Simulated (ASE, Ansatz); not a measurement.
# Random fcc alloy of Ir and Pd (108 atoms): a short ab initio trajectory

How do the atoms of random fcc alloy of Ir and Pd (108 atoms) move, and what local order do they keep?

Main program and level: Ansatz 0.2.0; Kohn-Sham DFT, PBE, PAW (set soft_2), plane waves.

## (1) Starting point

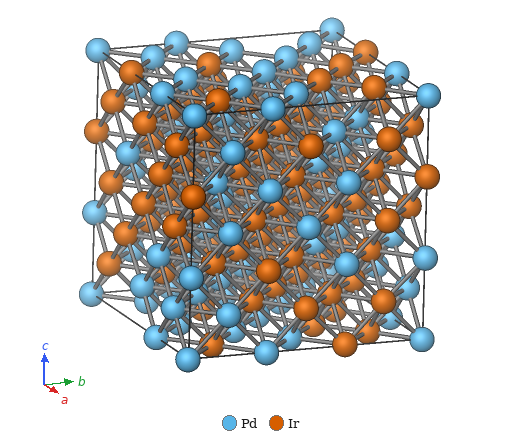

Start, viewed slightly off an axis; palladium blue, iridium orange. Some periodic images of atoms are drawn too.

The cell holds 108 atoms: 40 Pd and 68 Ir. Its edges and angles: a = 11.574 Å, b = 11.574 Å, c = 11.574 Å, α = 90.0°, β = 90.0°, γ = 90.0°. It derives from Ir (fcc) and Pd, repeated 3×3×3. Fcc Ir, 3 x 3 x 3 conventional cells, 40 of 108 Ir sites given to Pd at random (x = 0.370), lattice by Vegard's rule (a = 3.858 Å); not relaxed, displaced by a Gaussian of 0.02 Å.

Limits known from the start: The host structure and its lattice constant were typed by rule, without a check against the phase diagram. The levels lack spin–orbit coupling, which is large for the heavy elements here.

## (2) Dynamics started at 300 K

A Nosé–Hoover thermostat steers the temperature while disturbing the dynamics little. The time step is 2.0 fs.

File input.yaml:

```yaml
crystal:
  lattice:
    - [11.5737, 0.0, 0.0]
    - [0.0, 11.5737, 0.0]
    - [0.0, 0.0, 11.5737]
  atoms:
    - { symbol: Pd, position: [0.99668, 0.99857, 0.99676] }
    - { symbol: Pd, position: [0.9976, 0.16719, 0.16536] }
    - { symbol: Ir, position: [0.16478, 0.00037, 0.16679] }
    - { symbol: Pd, position: [0.167, 0.16431, 0.99962] }
    [... 98 atom lines left out ...]
    - { symbol: Ir, position: [0.83397, 0.66648, 0.49974] }
    - { symbol: Ir, position: [0.83066, 0.83271, 0.33485] }
    - { symbol: Pd, position: [0.66479, 0.666, 0.6654] }
    - { symbol: Pd, position: [0.66523, 0.83424, 0.83199] }
    - { symbol: Pd, position: [0.83385, 0.6684, 0.83339] }
    - { symbol: Ir, position: [0.83236, 0.8355, 0.66784] }
kpoints:
  mp_grid: { grid: [1, 1, 1] }
hamiltonian:
  xc: pbe
scf:
  occupations: { method: fermi_dirac, width: 0.1 }
output:
  forces: true
md:
  timestep: 2.0
  n_steps: 55
  ensemble: nvt_nose_hoover
  temperature: 300
  initial_velocities: maxwell_boltzmann
  seed: 257
```

Command:

```sh
$ ansatz run input.yaml --threads 32 --pin off --max-ram 143360MiB --backend cuda --events-out ev --progress --plain --runs-dir out
```

It took 24 s on 1 × NVIDIA GB200 with 32 threads of Arm Neoverse V2, shared host; peak memory 1.3 GiB.

That memory is the host's; the program planned up to 5.7 GiB on the GPU. Forces of this run were stored rounded, and per-atom blocks of the log weren't kept.

The program notes that it switched symmetry off.

Rows from the run:

```
time (fs)  T (K)  potential (meV/atom)  conserved (meV/atom)
      0.0    300                   0.0                  0.00
      8.0    289                   1.5                  0.00
     14.0    273                   3.4                  0.00
     22.0    249                   6.6                  0.01
     30.0    227                   9.5                  0.01
     36.0    215                  11.3                  0.01
     44.0    204                  12.8                  0.01
     52.0    200                  13.7                  0.01
     58.0    200                  14.1                  0.01
     66.0    202                  14.4                  0.01
     74.0    207                  14.5                  0.01
     80.0    212                  14.3                  0.01
     88.0    222                  13.8                  0.01
     96.0    236                  12.8                  0.01
    102.0    247                  11.9                  0.01
    110.0    262                  10.7                  0.01
```

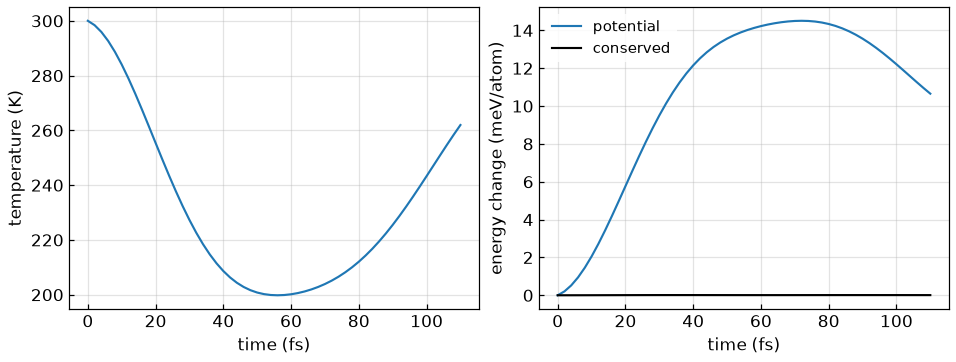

Temperature and energies against time.

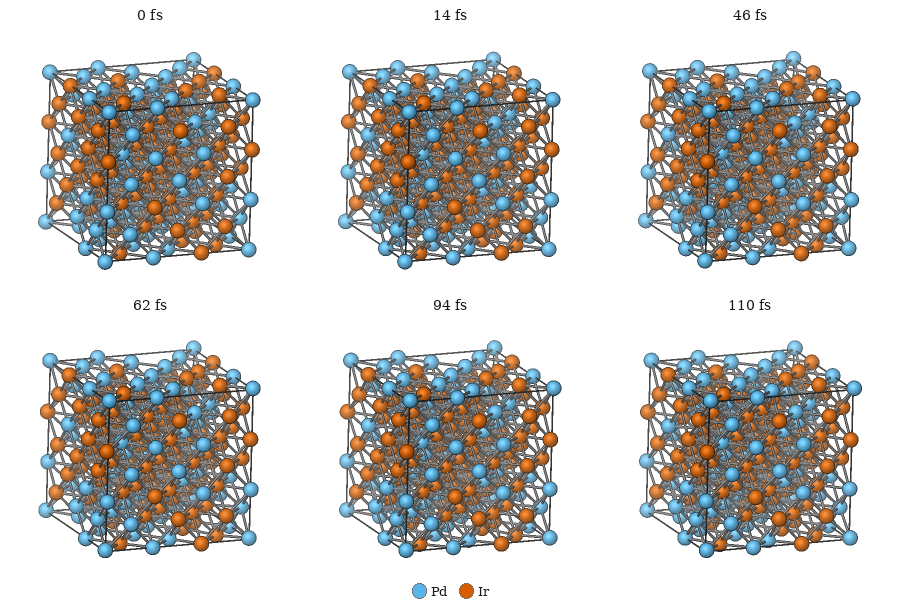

6 frames of the run.

Mean square displacement from the first frame to the last: Pd 0.010 Å², Ir 0.014 Å².

Table of mean square displacement by time lag:

```
time lag (fs)  Ir (Å²)  Pd (Å²)
          2.0   1.3e-5   1.9e-5
          8.0   2.0e-4   3.0e-4
         12.0   4.4e-4   6.6e-4
         20.0  0.00120  0.00174
         26.0  0.00196  0.00280
         30.0  0.00256  0.00359
         38.0  0.00390  0.00529
         44.0  0.00501  0.00658
         48.0  0.00578  0.00742
         56.0  0.00733  0.00895
```

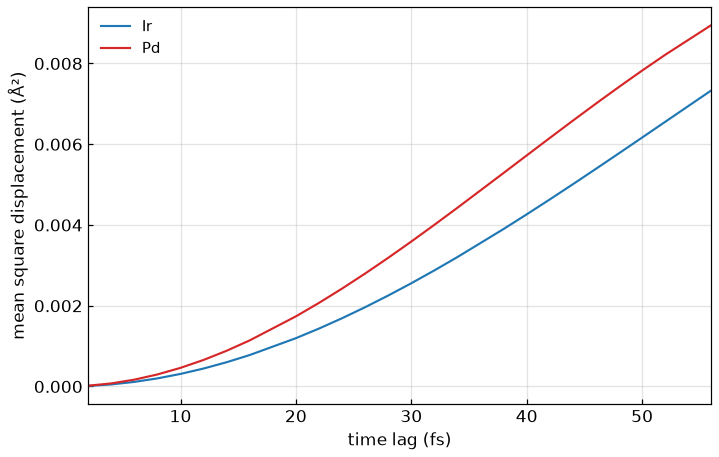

Mean square displacement, plotted against time lag.

Over the second half of 110 fs the temperature averages 222 K, rising from about 201 to 251 K (means over the first and last quarter of that half). The conserved energy stays within 0.01 meV/atom. From first frame to last Ir has the largest mean square displacement, 0.014 Å² at the end; the farthest move is 0.23 Å. The mean temperature of 222 K lies well off the 300 K of the input, so the thermostat hasn't yet brought the run to equilibrium. The run spans 0.11 ps, too short for its means to be equilibrium values.

## (3) Structure statistics late in the run

The g(r) is a mean over the second half; what follows it is taken at the last frame.

Density 18.6 g/cm³, 14.35 Å³ an atom.

Mean of 15 frames. g(r), total and by pair (bins of 0.2 Å):

```
r (Å)  total  Ir-Ir  Ir-Pd  Pd-Pd
 2.40   0.01   0.03   0.00   0.00
 2.60   3.25   4.72   2.48   1.64
 2.80   5.86   4.53   6.62   7.13
 3.00   0.09   0.05   0.11   0.13
 3.20   0.00   0.00   0.00   0.00
 3.40   0.00   0.00   0.00   0.00
 3.60   0.07   0.05   0.08   0.07
 3.80   1.64   1.47   1.77   1.65
 4.00   0.60   0.64   0.66   0.28
 4.20   0.01   0.02   0.00   0.00
 4.40   0.01   0.02   0.00   0.00
 4.60   2.37   2.43   2.43   1.98
 4.80   3.64   3.42   3.75   3.89
 5.00   0.12   0.19   0.11   0.00
 5.20   0.05   0.08   0.04   0.01
 5.40   1.62   1.53   1.63   1.77
 5.60   0.63   0.73   0.54   0.67
 5.80   0.02   0.02   0.02   0.01
 6.00   1.87   1.90   1.79   2.06
 6.20   1.79   1.82   1.75   1.82
 6.40   0.02   0.03   0.02   0.00
 6.60   0.61   0.63   0.59   0.64
 6.80   0.39   0.37   0.42   0.38
 7.00   0.40   0.48   0.38   0.20
 7.20   4.12   3.94   4.20   4.33
 7.40   0.77   0.86   0.70   0.71
 7.60   0.24   0.24   0.26   0.16
 7.80   0.33   0.29   0.35   0.33
```

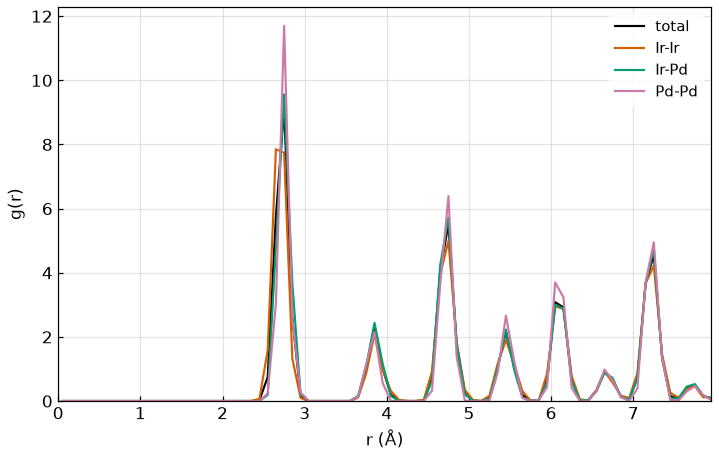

Pair distribution functions.

Bonds by pair of elements; cutoffs follow the first minimum of g(r), held within bounds set by covalent radii, and pairs that aren't listed don't count as bonded:

```
pair A-B  cutoff (Å)  bonds  mean length (Å)  spread (Å)  shortest (Å)  B about A  A about B
   Ir-Ir        3.23    255             2.70       0.072          2.53        7.5        7.5
   Ir-Pd        3.27    306             2.75       0.073          2.52        4.5       7.65
   Pd-Pd        3.27     87             2.74       0.064          2.58       4.35       4.35
```

How many atoms have how many bonded neighbours:

```
element  mean  12
     Ir    12  68
     Pd    12  40
```

First main peaks of g(r), for some of the pairs, lie near 2.70 Å (Ir-Ir), 2.74 Å (Ir-Pd) and 2.74 Å (Pd-Pd). With the cutoffs above, all Ir atoms have 12 and all Pd atoms have 12 bonded neighbours.

## (4) Single point at the last frame

The last frame is solved again with fuller output, to read the electronic structure of a thermally displaced geometry.

File input.yaml:

```yaml
crystal:
  lattice:
    - [11.5737, 0.0, 0.0]
    - [0.0, 11.5737, 0.0]
    - [0.0, 0.0, 11.5737]
  atoms:
    - { symbol: Pd, position: [0.00173, 0.0063, 0.00911] }
    - { symbol: Pd, position: [0.99799, 0.17401, 0.173] }
    - { symbol: Ir, position: [0.17539, 0.99638, 0.17836] }
    - { symbol: Pd, position: [0.17252, 0.16542, 0.99829] }
    [... 98 atom lines left out ...]
    - { symbol: Ir, position: [0.82871, 0.66651, 0.49677] }
    - { symbol: Ir, position: [0.83139, 0.83446, 0.33289] }
    - { symbol: Pd, position: [0.66173, 0.66647, 0.66395] }
    - { symbol: Pd, position: [0.66599, 0.83383, 0.83388] }
    - { symbol: Pd, position: [0.83916, 0.67039, 0.835] }
    - { symbol: Ir, position: [0.83603, 0.84539, 0.66132] }
kpoints:
  mp_grid: { grid: [2, 2, 2] }
hamiltonian:
  xc: pbe
scf:
  occupations: { method: fermi_dirac, width: 0.1 }
output:
  forces: true
  stress: true
  populations: true
  dos:
    method: { smearing: { sigma: 0.08 } }
    de: 0.1
    projected: { site_lists: { Ir: [Ir], Pd: [Pd] } }
  eigenvalues: true
  write_density: true
  write_potential: true
  volumetric_format: npy
  elf: true
```

Wall time 5.9 s (1 × NVIDIA GB200 with 32 threads); peak memory 5.8 GiB.

That memory is the host's; the program planned up to 60.3 GiB on the GPU.

Numbers from this run:

| Property | Result |
| --- | --- |
| free energy | -1090502.8026 eV |
| free energy per atom | -10097.2482 eV/atom |
| SCF cycles | 9 |
| pressure | 10.22 GPa |
| r.m.s. force component | 0.601 eV/Å |
| longest force | 2.262 eV/Å |
| Fermi energy | 23.65 eV |
| levels partly filled by over 2 per cent | 393 |
| spilling of the projection | 0.01571 |

Length of the force by element:

```
element  coordination  atoms  mean length of the force (eV/Å)  spread  least  most
     Ir           all     68                            0.996   0.467  0.142  2.26
     Pd           all     40                            0.827   0.428  0.132  1.78
```

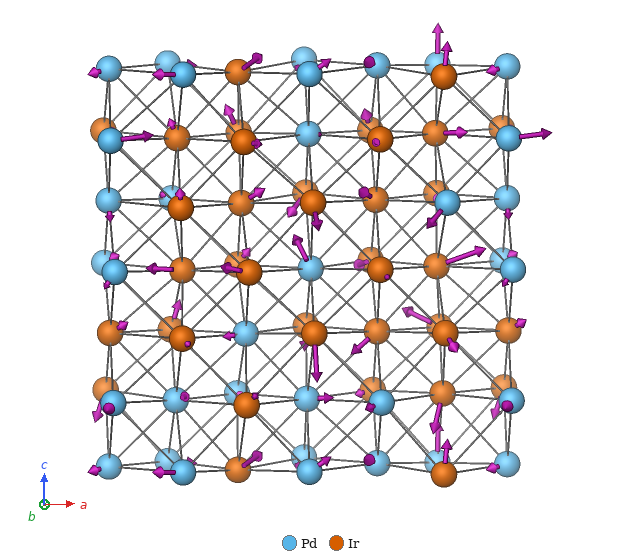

Forces as arrows; the longest in the cell is 2.26 eV/Å. Drawn is a slice 4 Å thick, seen along the normal of the ac plane.

Density of states as counts of states in windows of 1 eV (from the Fermi level), total and some projections:

```
from (eV)  to (eV)  total  Ir d  Pd d  Ir s
      -10       -9    5.3   0.1   0.0   5.0
       -9       -8   11.8   0.9   0.3  10.1
       -8       -7   36.7  15.5   4.2  16.1
       -7       -6  109.1  68.2  21.8  16.4
       -6       -5  128.5  74.4  45.1   5.0
       -5       -4  138.9  70.3  60.9   4.0
       -4       -3  192.8  96.2  84.1   6.1
       -3       -2  135.4  64.9  60.3   4.5
       -2       -1  134.6  71.6  53.5   3.9
       -1        0  119.8  74.2  37.7   3.5
        0        1  118.1  87.3  22.3   4.0
        1        2   39.4  25.0   3.2   5.2
        2        3   32.3   9.6   2.1   8.5
        3        4   23.8   4.8   0.8   3.8
        4        5   22.5   3.3   0.6   4.8
```

The curve was stored every 0.100 eV, coarse against its broadening of 0.08 eV, so these counts are rough.

About 863 of the 1876 electrons lie in deeper levels, below the stored range.

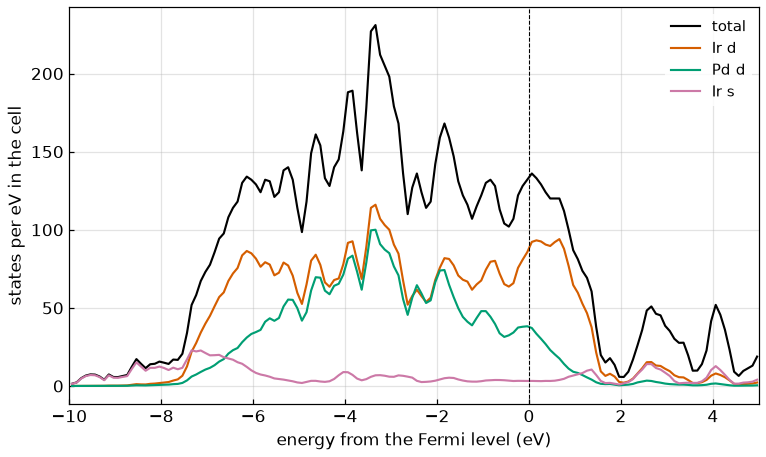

Total and projected density of states, with the broadening of the input.

Not all projections were asked for or kept, so they needn't add up to the total.

The levels nearest the highest filled one (over half full), pooled over k-points and spins:

```
level less the highest filled one (eV)  occupation
                               -0.0046        1.02
                               -0.0041        1.02
                               -0.0038        1.02
                                -0.001        1.01
                               -7.0e-4        1.01
                                     0        1.00
                                0.0023       0.991
                                0.0025       0.989
                                0.0035       0.985
                                0.0069       0.968
                                0.0096       0.954
                                0.0115       0.944
```

Within 0.4 eV of the Fermi level the largest share is Ir d (69 % of the projected weight).

1 further run on a deliberately doubtful input is not shown.

## (5) Summary of results

```yaml
mean_temperature_second_half: 221.5 K
temperature_swing_second_half: 19.88 K
slope_of_the_conserved_energy_against_time_by_least_squares: 0.0525 meV/atom/ps
free_energy_per_atom: -10097.2482 eV/atom
density: 18.56 g/cm³
pressure: 10.22 GPa
r_m_s_force_component: 0.601 eV/Å
wall_time_of_the_2_dft_runs: 30 s
```

Over the second half of 110 fs the temperature averages 222 K, rising from about 201 to 251 K (means over the first and last quarter of that half). The conserved energy stays within 0.01 meV/atom. The mean temperature of 222 K lies well off the 300 K of the input, so the thermostat hasn't yet brought the run to equilibrium. The run spans 0.11 ps, too short for its means to be equilibrium values. With the cutoffs above, all Ir atoms have 12 and all Pd atoms have 12 bonded neighbours. 393 levels are partly filled, by over 2 % (on the run's k-points), as in a metal.

**Limits.** The dynamics ran on a 1×1×1 mesh and the single point on 2×2×2, so their forces and energies differ by that too. The pressure of 10 GPa is that of one thermal frame at a volume set beforehand, without the kinetic term.

[Logs are printed without paths, hosts, clocks, repeated set-up lines and the standing remarks that a program may print on its own settings, such as how far it seeks lower states.]

[Hosts, paths, dates, database ids (printed as entryN), source tags and the programs' standing remarks are cut or masked in the printed files.]
